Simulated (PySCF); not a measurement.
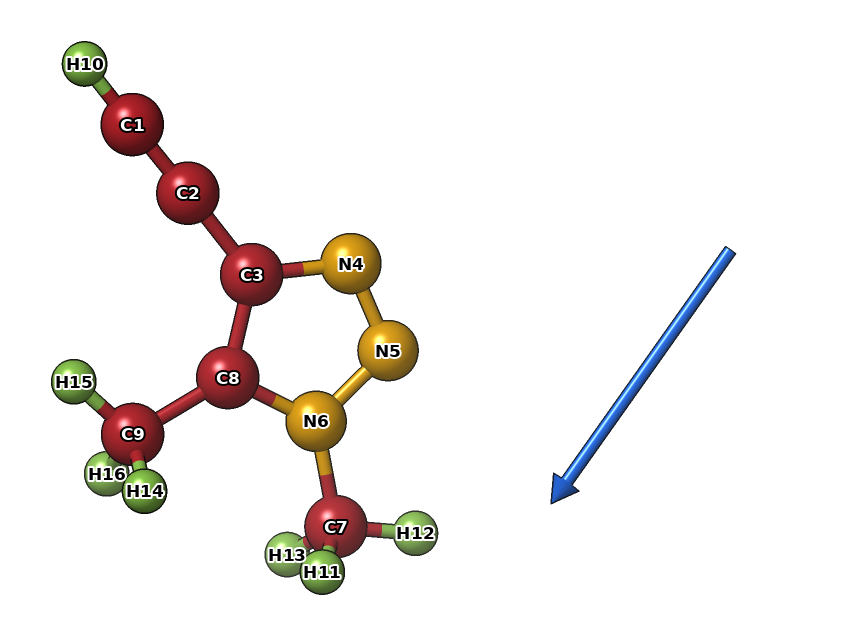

The arrow beside the molecule shows the direction of the dipole moment, from the negative to the positive end (its length means nothing). The computed structure is the end point of a GFN2-xTB optimisation. No frequency run is at hand to confirm it as a minimum. Properties computed with ωB97X-D/def2-SVPD, gas phase (PySCF 2.14.0).

### Estimate the dipole moment.

5.39 D; it points from the side of N4, H10 to the side of H14, H16 (the outermost atoms at the two ends).
